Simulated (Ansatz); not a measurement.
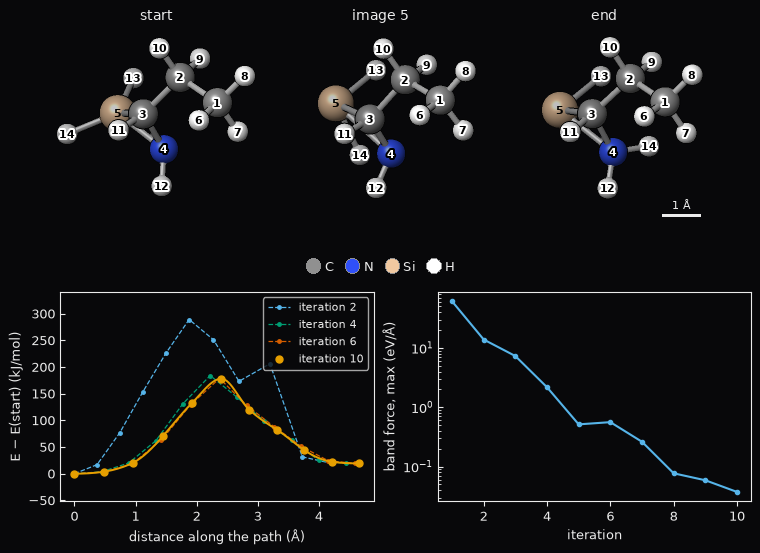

A search for the minimum-energy path of C3H9NSi by the nudged elastic band. Images are numbered from 0 (start) to 10 (end). The plot follows the band through its iterations. A ball-and-stick model, seen from a free direction.

All numbers below come from Ansatz 0.2.0, RKS PBE0-D4/def2-SVP. Set-up: 9 movable images; climbing image; force threshold 0.05 eV/Å; iteration limit 57; starting path through a guess of the saddle point.

Q: How did the profile develop, and is the result final?

A: The result is final at these settings. The band converged in 10 iterations. The largest component of the band force went from 61 to 0.037 eV/Å. The climbing image converged on the top of the path. Its vibrational analysis gives one imaginary mode (1125i cm⁻¹), as a transition state must have. The first iteration put the highest image at 976.8 kJ/mol. The energy climbs by 178.1 kJ/mol to image 5 and then falls by 158.8 kJ/mol, so the end point sits at +19.3 kJ/mol.

The run took 3 min on 2 threads of Intel(R) Xeon(R) 6975P-C (Granite Rapids) (shared host), peak memory 0.31 GiB.
